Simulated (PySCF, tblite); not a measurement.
# C6H10ClFSi: geometry, infrared bands and NMR shifts

Wanted: the infrared bands and NMR shifts of C6H10ClFSi (`F[Si]1(Cl)CCC=CCC1`), by calculation.

The runs use tblite 0.8.0 and PySCF 2.14.0, with density-fitted response routines of our own; the level of theory stands in each step. All values are computed, except where a source is named. Atoms count from 0, in the outputs and in this text.

## (1) The starting structure

19 atoms, charge 0, multiplicity 1; geometry from: force field or distance geometry start.

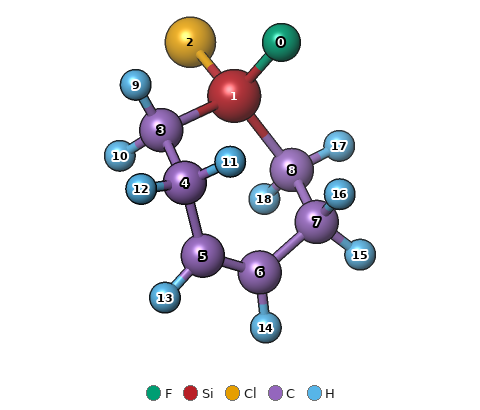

As it starts; fluorine teal, silicon red, chlorine amber, carbon purple, hydrogen blue, atoms numbered.

## (2) Optimising the geometry with GFN2-xTB

The job: settings as JSON, then the geometry in Å.

```
{"job": {"kind": "relax", "xc": "GFN2-xTB", "basis": "xTB"}, "charge": 0, "multiplicity": 1}
F      0.402200     2.336100    -1.349100
Si     0.192300     1.733800     0.113700
Cl     0.275000     3.247400     1.496800
C      1.585800     0.527200     0.435300
C      1.505400    -0.786800    -0.347300
C      0.451300    -1.733200     0.157400
C     -0.872000    -1.569500     0.045200
C     -1.565100    -0.410000    -0.607800
C     -1.466300     0.884500     0.189300
H      2.524500     1.020400     0.197000
H      1.629100     0.291700     1.514600
H      1.348900    -0.599700    -1.423000
H      2.469700    -1.295300    -0.267900
H      0.830800    -2.626100     0.660900
H     -1.523500    -2.334300     0.469400
H     -2.634700    -0.681000    -0.692600
H     -1.203200    -0.285500    -1.635200
H     -2.215700     1.586800    -0.204000
H     -1.744300     0.702900     1.239900
```

On the command line:

```
> OMP_NUM_THREADS=1 python probes_run.py task.json out
```

This one command runs all jobs of the session in turn.

The log of the run:

```text
step      E/eV     max force
  0    -789.93444    1.019
  1    -789.98137    0.591
  2    -789.99285    0.366
  3    -790.00046    0.198
  4    -790.01355    0.289
  5    -790.02144    0.252
  6    -790.02856    0.148
  7    -790.03185    0.132
  8    -790.03491    0.128
  9    -790.03829    0.153
 10    -790.04168    0.126
 11    -790.04407    0.122
 12    -790.04599    0.101
 13    -790.04834    0.110
 14    -790.05138    0.138
 15    -790.05434    0.122
 16    -790.05644    0.109
 17    -790.05801    0.088
 18    -790.05956    0.099
 19    -790.06106    0.093
 20    -790.06223    0.068
 21    -790.06307    0.070
 22    -790.06377    0.065
 23    -790.06438    0.051
 24    -790.06484    0.040
 25    -790.06522    0.043
 26    -790.06562    0.052
 27    -790.06608    0.057
 28    -790.06646    0.044
 29    -790.06670    0.038
 30    -790.06686    0.035
 31    -790.06704    0.034
 32    -790.06722    0.037
 33    -790.06739    0.032
 34    -790.06754    0.030
 35    -790.06770    0.033
 36    -790.06790    0.034
 37    -790.06814    0.041
 38    -790.06840    0.040
 39    -790.06864    0.041
 40    -790.06887    0.040
 41    -790.06911    0.041
 42    -790.06932    0.039
 43    -790.06948    0.028
 44    -790.06959    0.033
 45    -790.06970    0.029
 46    -790.06981    0.039
 47    -790.06994    0.039
 48    -790.07006    0.024
 49    -790.07018    0.029
 50    -790.07033    0.037
 51    -790.07059    0.065
 52    -790.07102    0.088
 53    -790.07163    0.086
 54    -790.07229    0.059
 55    -790.07283    0.041
 56    -790.07315    0.040
 57    -790.07333    0.044
 58    -790.07348    0.031
 59    -790.07358    0.020
 60    -790.07364    0.015
 61    -790.07369    0.018
 62    -790.07374    0.017
 63    -790.07379    0.015
 64    -790.07384    0.016
 65    -790.07388    0.019
 66    -790.07391    0.018
 67    -790.07395    0.013
 68    -790.07399    0.017
 69    -790.07403    0.015
 70    -790.07406    0.012
 71    -790.07407    0.010
 72    -790.07409    0.007
```

Wall time 1.2 s (1 thread of Arm Neoverse N1, shared host); peak memory 0.18 GiB.

Step by step: (not every step is listed)

```
step  energy from step 0 (eV)  largest force (eV/Å)
   0                   0.0000                1.0190
   1                  -0.0469                0.5914
   2                  -0.0584                0.3664
   3                  -0.0660                0.1977
   4                  -0.0791                0.2894
   5                  -0.0870                0.2518
   6                  -0.0941                0.1484
   7                  -0.0974                0.1318
   8                  -0.1005                0.1284
  13                  -0.1139                0.1101
  18                  -0.1251                0.0989
  23                  -0.1299                0.0508
  28                  -0.1320                0.0435
  33                  -0.1330                0.0323
  38                  -0.1340                0.0397
  43                  -0.1350                0.0283
  48                  -0.1356                0.0244
  53                  -0.1372                0.0860
  58                  -0.1390                0.0311
  63                  -0.1394                0.0148
  67                  -0.1395                0.0126
  68                  -0.1395                0.0169
  69                  -0.1396                0.0149
  70                  -0.1396                0.0116
  71                  -0.1396                0.0102
  72                  -0.1396                0.0071
```

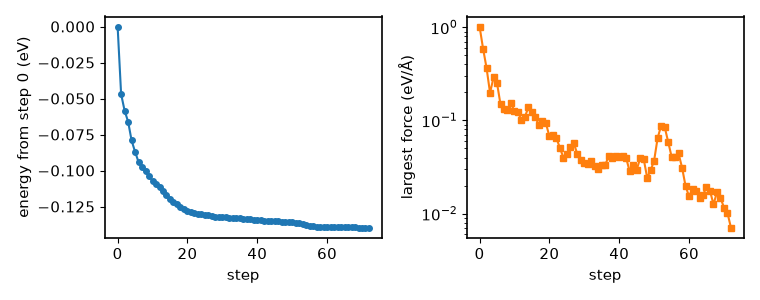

Energy and largest force along the relaxation.

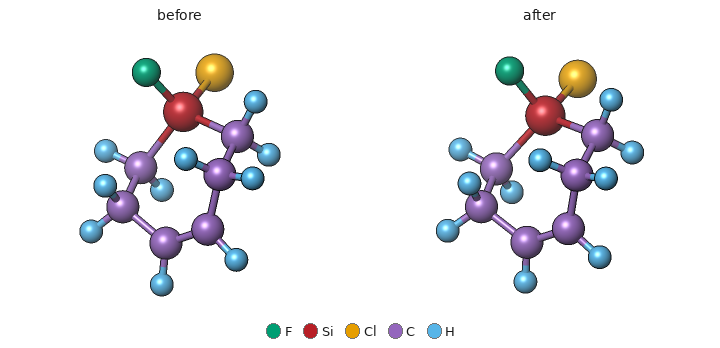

The geometry before (left) and after (right).

Distances of close pairs at the start and the end, largest changes first:

```
   bond  before (Å)  after (Å)  change (Å)
Si1–Cl2       2.052      2.018      -0.034
 Si1–C8       1.865      1.898      +0.033
 F0–Si1       1.596      1.627      +0.032
 Si1–C3       1.871      1.899      +0.027
  C7–C8       1.523      1.538      +0.015
 C7–H15       1.107      1.092      -0.015
 C3–H10       1.106      1.091      -0.015
  C5–C6       1.338      1.325      -0.014
```

The next job starts from the end point, and lists it.

## (3) Harmonic vibrations with GFN2-xTB

The job: settings as JSON, then the geometry in Å.

```
{"job": {"kind": "ir", "xc": "GFN2-xTB", "basis": "xTB"}, "charge": 0, "multiplicity": 1}
F      0.391832     2.427017    -1.176757
Si     0.180607     1.670255     0.248384
Cl     0.240923     3.122994     1.648236
C      1.660851     0.491314     0.401665
C      1.478318    -0.809475    -0.399706
C      0.444548    -1.688763     0.233923
C     -0.865926    -1.529717     0.124972
C     -1.544084    -0.443664    -0.651924
C     -1.541121     0.878638     0.134436
H      2.553297     1.005428     0.036387
H      1.854755     0.234057     1.444015
H      1.192694    -0.561806    -1.424236
H      2.431342    -1.340480    -0.436293
H      0.826230    -2.490879     0.851100
H     -1.521856    -2.205132     0.657132
H     -2.576661    -0.734501    -0.854057
H     -1.043842    -0.292514    -1.610686
H     -2.215071     1.582289    -0.360124
H     -1.956641     0.694191     1.126071
```

The log of the run:

```text
mode    cm-1     km/mol
  1      41.4      1.34
  2     107.1      0.24
  3     148.4      5.27
  4     161.3      8.41
  5     182.7      2.97
  6     236.6     18.21
  7     244.2     21.14
  8     258.7      1.99
  9     286.8      0.65
 10     393.0      2.65
 11     510.1      0.00
 12     521.2    148.72
 13     583.9      0.39
 14     652.7     89.16
 15     739.7      9.94
 16     754.7     25.45
 17     773.0     93.99
 18     786.3     77.86
 19     822.1    139.08
 20     907.4      1.76
 21     919.7      1.03
 22     976.0     27.31
 23     976.2      3.11
 24    1011.8      2.11
 25    1063.3     10.73
 26    1089.3      4.25
 27    1119.2      5.36
 28    1156.6      1.46
 29    1177.6     20.50
 30    1194.9      1.75
 31    1270.1      0.23
 32    1292.1      3.84
 33    1298.2     16.48
 34    1312.1      2.34
 35    1322.5      0.52
 36    1369.3      6.51
 37    1461.3      4.84
 38    1463.0      2.05
 39    1486.7      0.31
 40    1502.5      1.86
 41    1725.5      4.92
 42    2960.2     36.15
 43    2962.3     13.00
 44    2967.3     16.90
 45    2968.5     22.84
 46    2983.7     27.28
 47    2985.4     37.76
 48    2989.2     59.27
 49    2990.6     21.68
 50    3053.6     18.59
 51    3070.0     83.25
```

Wall time 1.6 s (1 thread of Arm Neoverse N1, shared host); peak memory 0.18 GiB.

The strongest bands and the atoms that carry them (share of the mass-weighted mode):

```
cm⁻¹  km/mol                                   atoms
 521   148.7    Si1 39 %, Cl2 19 %, C3 11 %, C8 11 %
 653    89.2              Si1 29 %, C3 20 %, C8 20 %
 773    94.0   F0 25 %, Si1 21 %, H14 16 %, H13 16 %
 786    77.9     C8 16 %, C3 16 %, Si1 15 %, H9 14 %
 822   139.1              Si1 15 %, C3 11 %, C8 11 %
2985    37.8  H12 33 %, H15 29 %, H11 13 %, H16 12 %
2989    59.3                      H10 67 %, H18 16 %
3070    83.2                      H14 50 %, H13 41 %
```

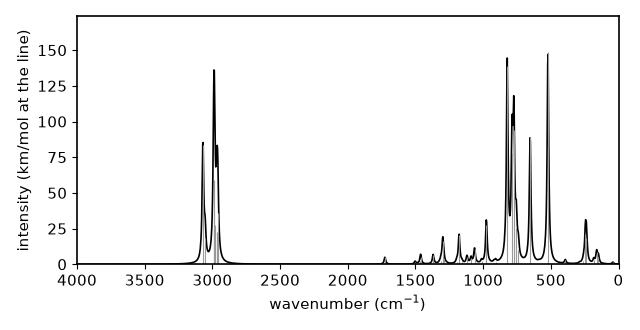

The infrared spectrum from these modes, unscaled. Lines are broadened to a width of 14 cm⁻¹ (Lorentzian).

## (4) Nuclear shieldings: PBE0/pcSseg-1

Same as in step 3 but for these lines:

```diff
@@ -1,2 +1,2 @@
-{"job": {"kind": "ir", "xc": "GFN2-xTB", "basis": "xTB"}, "charge": 0, "multiplicity": 1}
+{"job": {"kind": "nmr", "xc": "PBE0", "basis": "pcSseg-1"}, "charge": 0, "multiplicity": 1}
 F      0.391832     2.427017    -1.176757
```

Method: GIAO PBE0/pcSseg-1 NMR shielding, non-relativistic, gas phase.

The log of the run:

```text
coarse grid: 17056 points
cycle   1  E = -1083.4411206697  dE =  1.063e+00  |g| = 6.701e-01  |ddm| = 3.983e+00
cycle   2  E = -1083.3913858208  dE =  4.973e-02  |g| = 9.073e-01  |ddm| = 1.260e+00
cycle   3  E = -1083.5322938889  dE = -1.409e-01  |g| = 9.927e-02  |ddm| = 7.304e-01
cycle   4  E = -1083.5340138749  dE = -1.720e-03  |g| = 3.121e-02  |ddm| = 1.029e-01
cycle   5  E = -1083.5341965579  dE = -1.827e-04  |g| = 6.942e-03  |ddm| = 2.923e-02
cycle   6  E = -1083.5342069940  dE = -1.044e-05  |g| = 2.289e-03  |ddm| = 9.486e-03
cycle   7  E = -1083.5342081029  dE = -1.109e-06  |g| = 4.428e-04  |ddm| = 2.476e-03
final grid: 156248 points
cycle   8  E = -1083.5936226447  dE = -6.009e-05  |g| = 8.580e-03  |ddm| = 3.419e-02
cycle   9  E = -1083.5936166359  dE =  6.009e-06  |g| = 9.722e-03  |ddm| = 1.572e-02
cycle  10  E = -1083.5936409212  dE = -2.429e-05  |g| = 8.866e-04  |ddm| = 8.859e-03
cycle  11  E = -1083.5936410581  dE = -1.369e-07  |g| = 2.809e-04  |ddm| = 1.086e-03
cycle  12  E = -1083.5936410725  dE = -1.442e-08  |g| = 7.847e-05  |ddm| = 2.810e-04
cycle  13  E = -1083.5936410734  dE = -9.168e-10  |g| = 2.906e-05  |ddm| = 8.074e-05
converged SCF energy = -1083.5936410734

GIAO shielding tensors (ppm)
atom      isotropic    diamagn.    paramagn.     s11        s22        s33       span
  0 F      326.741     468.779    -142.039    302.441    328.156    349.625     47.184
  1 Si     321.750     875.427    -553.677    288.475    325.309    351.466     62.992
  2 Cl     877.918    1147.332    -269.414    757.747    881.641    994.365    236.618
  3 C      162.541     254.354     -91.813    150.064    163.140    174.418     24.353
  4 C      163.604     249.284     -85.679    147.374    171.190    172.248     24.874
  5 C       45.437     256.348    -210.911    -72.969     54.608    154.672    227.640
  6 C       45.441     256.358    -210.917    -72.967     54.574    154.717    227.684
  7 C      163.609     249.287     -85.678    147.419    171.161    172.247     24.827
  8 C      162.617     254.355     -91.737    150.178    163.228    174.446     24.268
  9 H       30.314      29.679       0.635     25.363     29.050     36.528     11.165
 10 H       30.873      31.411      -0.538     26.421     30.517     35.681      9.260
 11 H       29.211      31.841      -2.630     26.649     27.600     33.384      6.734
 12 H       29.472      30.213      -0.741     24.186     27.308     36.921     12.735
 13 H       25.453      31.555      -6.102     22.780     26.201     27.377      4.597
 14 H       25.457      31.560      -6.103     22.785     26.204     27.382      4.597
 15 H       29.470      30.209      -0.739     24.186     27.302     36.921     12.735
 16 H       29.213      31.842      -2.628     26.647     27.608     33.385      6.738
 17 H       30.317      29.671       0.646     25.360     29.050     36.541     11.182
 18 H       30.879      31.413      -0.534     26.427     30.523     35.688      9.261
```

It took 80 s on 1 thread of Arm Neoverse N1, shared host; peak memory 1 GiB.

Shifts follow as δ = σ(reference) − σ, with reference shieldings (ppm) from runs at the same level and on the same kind of geometry: 1H TMS 31.72, 13C TMS 186.9, 29Si TMS 349.2, 19F CFCl3 170.9, 35Cl HCl 950. The references are single molecules in the gas phase, so shifts against H2O, NH3, PH3, H3PO4 or CFCl3 are not on the usual liquid scales and can be off by tens of ppm. Atoms listed in one row are averaged.

```
   atoms                                         environment  σ (ppm)  δ (ppm)  δ scaled to CDCl3
  C5, C6                                           alkene CH     45.4    141.5              136.2
  C3, C8                                sp3 CH2 bonded to Si    162.6     24.3               21.8
  C4, C7                                     allylic sp3 CH2    163.6     23.3               20.8
H13, H14                            hydrogen on an alkene CH    25.45     6.26               6.01
H11, H16                      hydrogen on an allylic sp3 CH2    29.21     2.50               2.47
H12, H15                      hydrogen on an allylic sp3 CH2    29.47     2.25               2.22
 H9, H17                 hydrogen on an sp3 CH2 bonded to Si    30.32     1.40               1.43
H10, H18                 hydrogen on an sp3 CH2 bonded to Si    30.88     0.84               0.90
      F0                               fluorine bonded to Si    326.7   -155.8                  –
     Si1  silicon bonded to 2 C, Cl, F, in a 7-membered ring    321.8     27.4                  –
     Cl2                               chlorine bonded to Si      878       72                  –
```

The scaled column applies a straight-line fit of computed shieldings to shifts measured in CDCl3, with any fitted terms for Cl, Br or S neighbours, and one for carbons that bear F (root-mean-square error 0.16 ppm for H, 1.9 ppm for C).

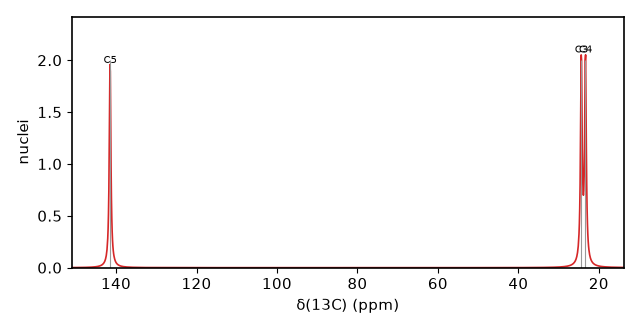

13C lines at the computed shifts, without couplings. Lines are broadened to a width of 0.47 ppm (Lorentzian).

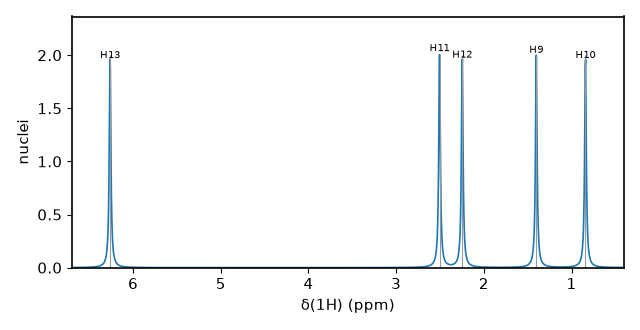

1H lines at the computed shifts, without couplings. Lines are broadened to a width of 0.02 ppm (Lorentzian).

The run also stored atomic charges by several schemes (e):

```
 atoms  Mulliken    IAO  Hirshfeld  ESP fit
    F0     -0.42  -0.54      -0.21    -0.28
   Si1      1.20   1.31       0.45     0.50
   Cl2     -0.32  -0.30      -0.12    -0.19
C3, C8     -0.54  -0.56      -0.16    -0.23
C4, C7     -0.20  -0.26      -0.07     0.08
C5, C6     -0.17  -0.16      -0.05    -0.29
```

ESP fit charges:

F0 -0.28; Si1 0.50; Cl2 -0.19; C3 -0.23; C4 0.11; C5 -0.30; C6 -0.28; C7 0.05; C8 -0.22; H9 0.08; H10 0.09; H11 0.05; H12 0.03; H13 0.16; H14 0.16; H15 0.04; H16 0.07; H17 0.08; H18 0.09

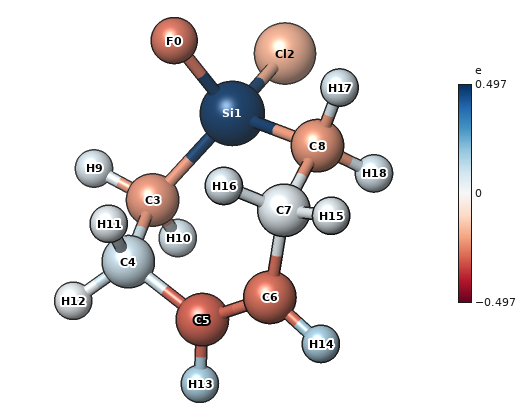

ESP fit charges, as colours on the atoms.

Mayer bond orders: F0–Si1 0.95, Si1–Cl2 0.99, Si1–C3 0.91, C3–C4 1.03, C4–C5 1.04, C5–C6 1.94, C6–C7 1.04, C7–C8 1.02, C8–Si1 0.91.

Ring of atoms Si1, C3, C4, C5, C6, C7, C8: NICS(0) -0.9, NICS(1) -2.3, NICS(1)zz 3.4 ppm (means of both faces; NICS(1) differs between them: -3.8 and -0.8).

The two faces differ (NICS(1)zz 0.8 and 6.0 ppm).

## (5) Summary of results

```
                                                               quantity                             value
                              strongest single infrared mode (GFN2-xTB)              521 cm⁻¹, 149 km/mol
                                           zero-point energy (GFN2-xTB)                     93.3 kcal/mol
13C shifts against TMS (PBE0/pcSseg-1, means over atoms taken as alike)             141.5, 24.3, 23.3 ppm
 1H shifts against TMS (PBE0/pcSseg-1, means over atoms taken as alike)  6.26, 2.50, 2.25, 1.40, 0.84 ppm
                               19F shifts against CFCl3 (PBE0/pcSseg-1)                        -155.8 ppm
                                29Si shifts against TMS (PBE0/pcSseg-1)                          27.4 ppm
                                35Cl shifts against HCl (PBE0/pcSseg-1)                            72 ppm
```

Relaxing lowered the energy by 0.140 eV in 72 steps; the close pair that moved most is Si1–Cl2, from 2.052 to 2.018 Å. No mode is imaginary among the 51: a minimum at this level. The strongest single mode, at 521 cm⁻¹, is carried by Si1, Cl2, C3, C8. Unscaled tight-binding wavenumbers are off by several per cent, some by more. Its intensities can rank the bands wrongly. The most deshielded carbon is C5, C6 (mean) (alkene CH), at 141.5 ppm: an sp2 carbon of a C=C bond. H13, H14 (mean) (hydrogen on an alkene CH) lies farthest downfield among hydrogen, at 6.26 ppm; olefinic region.
